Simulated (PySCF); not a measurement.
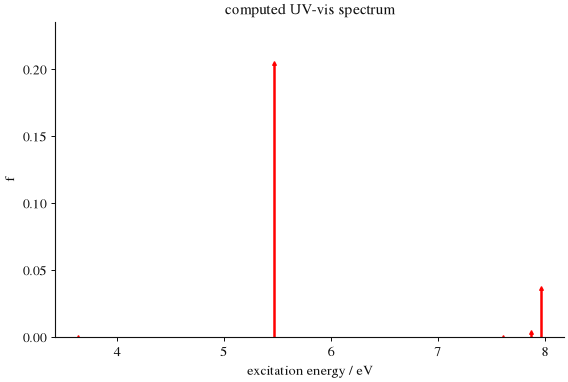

Computed absorption of C₃H₃FO, SMILES C=C(F)C=O. Vertical TDDFT excitations, PBE0/def2-SVPD in PySCF 2.14.0, at a GFN2-xTB geometry (no frequency check), gas phase. Only the first 6 singlet excitations are included. States within 0.01 eV of each other are merged, with their strengths summed. The highest state may be half of a pair whose partner wasn't computed.

**Does any vertical transition fall in the visible?**

No singlet lies below 3.1 eV (beyond 400 nm), so at this level no vertical transition falls in the visible.

**List the transitions behind the spectrum.**

| state | E (eV) | λ (nm) | f | main character |
| --- | --- | --- | --- | --- |
| S1 | 3.64 | 340 | 0.000 | HOMO → LUMO (98 %) |
| S2 | 5.47 | 227 | 0.205 | HOMO−1 → LUMO (97 %) |
| S3 | 7.61 | 163 | 0.000 | HOMO−3 → LUMO (55 %) |
| S4/S5 | 7.87 | 158 | 0.004 | HOMO → LUMO+1/LUMO+2 |
| S6 | 7.96 | 156 | 0.037 | HOMO−1 → LUMO+1 (90 %) |

Note: the tight-binding geometry is rougher than a DFT one and adds to the error; one conformer of a flexible molecule; core orbitals are frozen in the response.
